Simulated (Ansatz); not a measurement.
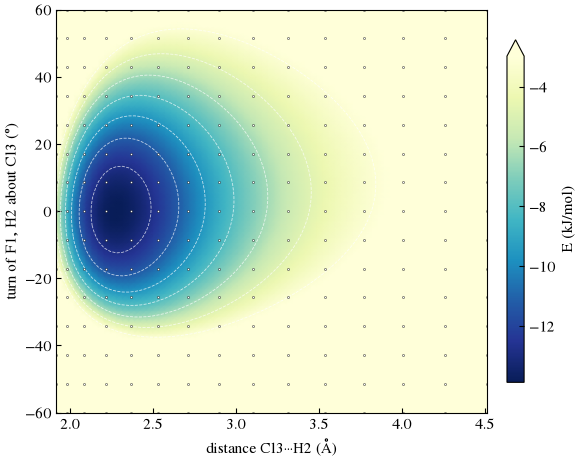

The pair FH···ClH. The turn is about an axis along (−0.01, 1.00, 0.08) in the frame of the relaxed pair, normal to the line between the partners. First axis: distance Cl3···H2. Second axis: turn of F1, H2 about Cl3. The grid has 15 × 15 points. Points are written as (first, second). Energies: kJ/mol, counted from the two partners far apart, frozen as in the relaxed pair, each in its own basis (no counterpoise correction). These are results of RKS r2SCAN0-D4/def2-TZVPD in Ansatz 0.2.0, not measurements.

In the figure: a smooth colour map with a few white contour lines, dots at the grid points, one colour for all values above the top of the scale. Between grid points the surface is interpolated.

**Estimate the position of the minimum and the force constants in these coordinates.**

The interpolated minimum is at distance Cl3···H2 ≈ 2.280 Å, turn of F1, H2 about Cl3 ≈ 0.0°. The curvatures there are about 0.75 eV/Å² and 0.45 eV/rad², with a cross term of about −0.03 eV/(Å·rad). Round the minimum the two coordinates are nearly uncoupled. (1 eV is 96.5 kJ/mol.)
